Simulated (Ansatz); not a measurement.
What Al → Y does to Al

Base system: Al in the fcc (Cu type) structure (space group Fm-3m, No. 225; a = 3.9907 Å).

Modification: every Al is replaced by Y; the structure is relaxed again.

Method: r2SCAN (Ansatz, a program for electronic structure), spin-orbit coupling left out, earlier PAW set. Settings: 16×16×16 k-points, 0.05 eV Fermi–Dirac smearing, for the changed cell.

| quantity | base | changed | shift |
|---|---|---|---|
| volume per atom | 15.89 Å³ | 33.20 Å³ | +17.31 Å³ |
| density | 2.82 g/cm³ | 4.45 g/cm³ | +1.63 g/cm³ |
| lattice parameter a | 3.991 Å | 5.102 Å | +1.111 Å |
| space group | Fm-3m (No. 225) | Fm-3m (No. 225) | – |
| shortest interatomic distance | 2.822 Å | 3.608 Å | +0.786 Å |
| band gap | zero | zero | – |

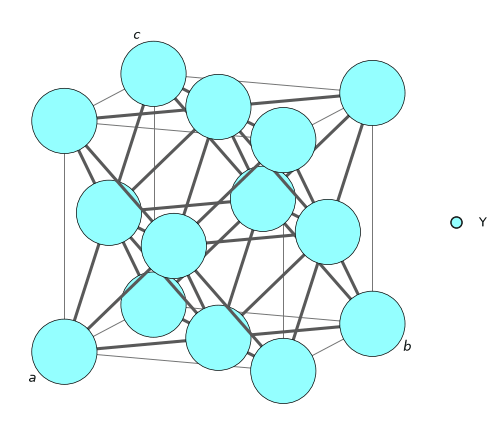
Figure: The relaxed conventional cell after the change

Cost of the whole job for the changed cell (relaxation, final SCF and bands): roughly 50 core-seconds.

Stability against distortions was not tested. All final runs are without spin polarisation. This is not the structure that Y has at room temperature and ambient pressure.
